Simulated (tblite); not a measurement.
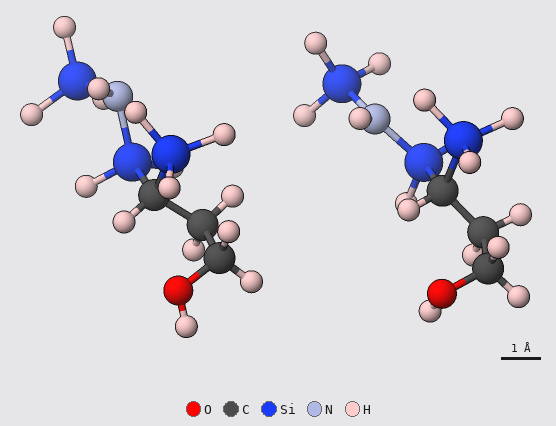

Two geometries of C3H15NOSi3, drawn at one scale. One is the start of a relaxation, the other its converged end. A ball-and-stick model, seen from a free direction.

These are results of tblite 0.8.0, GFN2-xTB geometry optimisation, gas phase, not measurements. 

> Which geometry has the lower energy?

The right one is the relaxed one. The atom that moves furthest after the best rigid fit is an H atom (1.30 Å). Largest moves by element: H 1.30 Å, N 0.81 Å, Si 0.55 Å, O 0.44 Å, C 0.40 Å. Among the contacts that change: N–Si 1.810 → 1.729 Å, C–Si 1.828 → 1.901 Å, N–Si 1.770 → 1.726 Å, H–N 1.037 → 1.006 Å. Bond angles that change, for instance: Si–N–Si 105.5° → 128.1°, O–C–H 115.3° → 105.4°, H–C–H 115.6° → 107.1°. Groups turn about C–O by about 60°, C–Si by about 50°. After 233 geometry steps the energy has fallen by 108.5 kJ/mol.
